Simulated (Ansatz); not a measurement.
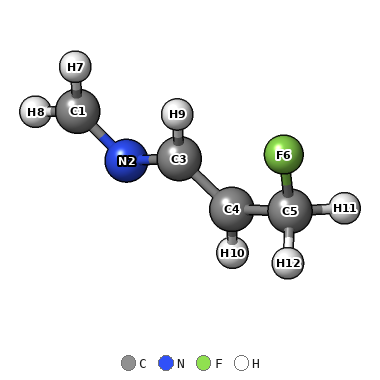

The system is C₄H₆FN, SMILES C=NC=CCF; the picture shows the reference structure. The first coordinate is: angle C1–N2–C3 (carried through 180); the second: change of the bonds N2–C1, N2–C3, all alike. Nothing is relaxed (all other coordinates rigid). Grid: 15 × 15 points. Points are written as (first, second). Energies: eV, counted from the relaxed molecule at the same level. All numbers below come from Ansatz 0.2.0, RKS PBE0-D4/def2-SVP.

Its coordinates:

```xyz
12

C    -2.4430    0.6714    0.7274
N    -1.6669    0.1692   -0.1439
C    -0.3093    0.1078    0.1463
C     0.5577   -0.4152   -0.7302
C     2.0214   -0.5191   -0.4986
F     2.3857   -0.0158    0.7210
H    -2.0905    1.0610    1.7030
H    -3.5200    0.7310    0.5221
H     0.0505    0.4963    1.1124
H     0.1741   -0.7941   -1.6833
H     2.5734    0.0282   -1.2864
H     2.3440   -1.5762   -0.5557
```

Range: angle C1–N2–C3 (carried through 180) from 100.1 to 259.9°; change of the bonds N2–C1, N2–C3, all alike from −0.146 to 0.226 Å.

### Predict the map.

The lowest grid point is at (122.9°, −0.013 Å), 0.027 eV from the relaxed molecule at the same level. A higher local minimum lies near (237.1°, 0.013 Å) (0.41 eV above the lowest at that grid point). The highest grid point, (259.9°, −0.146 Å), lies 7.37 eV above the lowest. On the interpolated surface the easiest way out of the lowest well to the well at about (233°, 0.00 Å) passes a barrier of about 1.2 eV. Round the minimum the valley is somewhat tilted: raising the first coordinate shifts the best value of the second coordinate downwards (coupling k₁₂/√(k₁₁k₂₂) about 0.2).

| second ↓, first → | 100.1 | 111.5 | 122.9 | 134.3 | 145.8 | 157.2 | 168.6 | 180.0 | 191.4 | 202.8 | 214.2 | 225.7 | 237.1 | 248.5 | 259.9 |
| --- | --- | --- | --- | --- | --- | --- | --- | --- | --- | --- | --- | --- | --- | --- | --- |
| 0.226 | 1.94 | 1.89 | 2.10 | 2.47 | 2.93 | 3.38 | 3.73 | 3.88 | 3.80 | 3.52 | 3.10 | 2.66 | 2.32 | 2.27 | 3.03 |
| 0.199 | 1.62 | 1.53 | 1.72 | 2.08 | 2.53 | 2.96 | 3.30 | 3.45 | 3.37 | 3.10 | 2.70 | 2.28 | 1.96 | 1.95 | 2.83 |
| 0.173 | 1.34 | 1.21 | 1.38 | 1.73 | 2.16 | 2.58 | 2.90 | 3.04 | 2.98 | 2.72 | 2.33 | 1.93 | 1.63 | 1.68 | 2.69 |
| 0.146 | 1.08 | 0.90 | 1.05 | 1.38 | 1.79 | 2.20 | 2.51 | 2.65 | 2.59 | 2.34 | 1.97 | 1.59 | 1.32 | 1.42 | 2.58 |
| 0.120 | 0.86 | 0.64 | 0.76 | 1.07 | 1.47 | 1.86 | 2.16 | 2.30 | 2.24 | 2.00 | 1.65 | 1.29 | 1.05 | 1.22 | 2.52 |
| 0.093 | 0.68 | 0.41 | 0.50 | 0.79 | 1.17 | 1.55 | 1.83 | 1.97 | 1.91 | 1.69 | 1.36 | 1.01 | 0.81 | 1.05 | 2.53 |
| 0.066 | 0.55 | 0.23 | 0.29 | 0.55 | 0.92 | 1.28 | 1.55 | 1.68 | 1.63 | 1.42 | 1.10 | 0.79 | 0.63 | 0.94 | 2.61 |
| 0.040 | 0.49 | 0.11 | 0.13 | 0.38 | 0.72 | 1.07 | 1.33 | 1.45 | 1.41 | 1.21 | 0.91 | 0.62 | 0.50 | 0.91 | 2.76 |
| 0.013 | 0.51 | 0.05 | 0.04 | 0.26 | 0.58 | 0.91 | 1.16 | 1.28 | 1.24 | 1.05 | 0.78 | 0.51 | 0.44 | 0.94 | 3.02 |
| −0.013 | 0.61 | 0.08 | 0.03 | 0.22 | 0.52 | 0.83 | 1.08 | 1.19 | 1.15 | 0.98 | 0.72 | 0.48 | 0.46 | 1.07 | 3.38 |
| −0.040 | 0.83 | 0.21 | 0.10 | 0.26 | 0.54 | 0.84 | 1.07 | 1.18 | 1.15 | 0.99 | 0.75 | 0.55 | 0.59 | 1.31 | 3.87 |
| −0.066 | 1.15 | 0.43 | 0.28 | 0.41 | 0.67 | 0.94 | 1.17 | 1.28 | 1.25 | 1.10 | 0.88 | 0.71 | 0.81 | 1.66 | 4.48 |
| −0.093 | 1.63 | 0.80 | 0.59 | 0.68 | 0.91 | 1.18 | 1.39 | 1.49 | 1.47 | 1.33 | 1.14 | 1.01 | 1.18 | 2.18 | 5.28 |
| −0.120 | 2.27 | 1.33 | 1.06 | 1.10 | 1.31 | 1.55 | 1.75 | 1.85 | 1.84 | 1.71 | 1.54 | 1.46 | 1.71 | 2.86 | 6.26 |
| −0.146 | 3.08 | 2.01 | 1.66 | 1.67 | 1.85 | 2.07 | 2.26 | 2.36 | 2.35 | 2.24 | 2.09 | 2.05 | 2.39 | 3.71 | 7.40 |

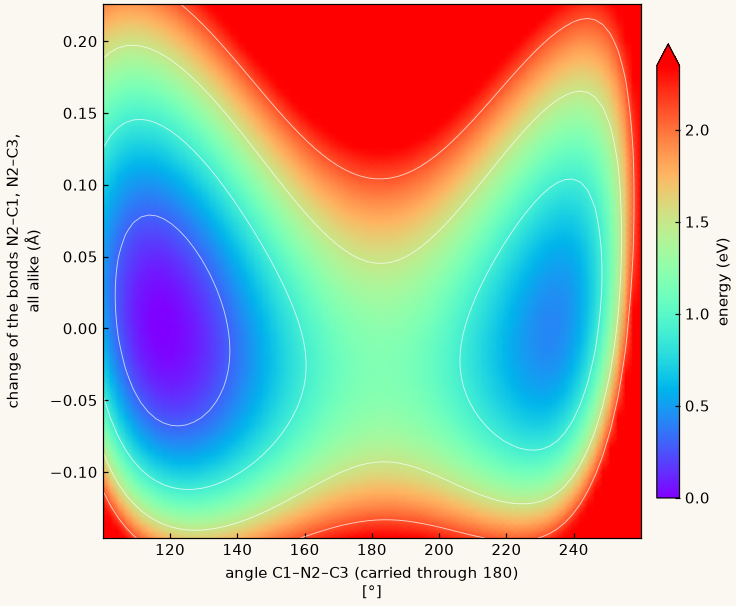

Drawn: a smooth colour map with a few white contour lines, one colour for all values above the top of the scale. Between grid points the surface is interpolated.

Each point was launched as `ansatz run input.yaml --threads 1 --pin off --max-ram 2560MiB --backend cpu --events-out ev --progress --plain --runs-dir out`. Time for the 225 points that were run: 20 min on 1 thread of Arm Neoverse V2, on a shared host.
